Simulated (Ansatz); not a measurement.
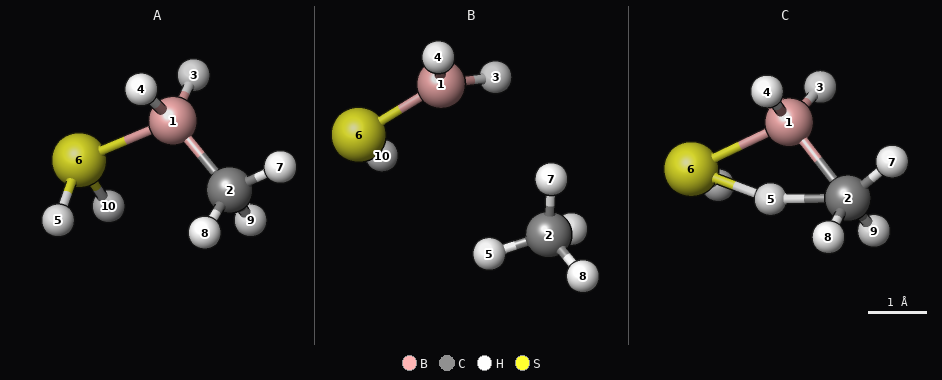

Three geometries of CH₇BS: a saddle point and the two minima that it joins, in shuffled order. The picture is a ball-and-stick view, seen from a free direction. Sticks join atoms that are closer than about 1.2 times the sum of their covalent radii (a little more with hydrogen).

Stationary points at PBE0-D4/def2-TZVP, single-point energies with CAM-B3LYP-D4, BHLYP-D4, SPW92 (LDA) (def2-TZVPP where no basis is named; Ansatz 0.2.0). The energies are electronic, without zero-point or thermal terms, and both ends are the minima reached downhill from the saddle, with any fragments still in contact.

**Identify the saddle point and describe the reaction.**

Frame C is the saddle point. Counted by bonded pieces, A holds CH₇BS and B holds BH₃S + CH₄. From A over the saddle to B, a bond forms: C2–H5 (3.08 → 1.46 → 1.09 Å). Bonds break: B1–C2 (1.60 → 1.73 → 3.50 Å), H5–S6 (1.35 → 1.62 → 3.58 Å). The saddle has one imaginary mode, 947i cm⁻¹. With CAM-B3LYP-D4 the barrier is 25.8 kcal/mol from A and 41.8 kcal/mol from B, and B lies 16.0 kcal/mol below A.

```tsv
level	barrier from A (kcal/mol)	barrier from B (kcal/mol)	B less A (kcal/mol)
CAM-B3LYP-D4	25.8	41.8	−16.0
BHLYP-D4	28.2	45.9	−17.7
SPW92 (LDA)	16.6	20.9	−4.3
```
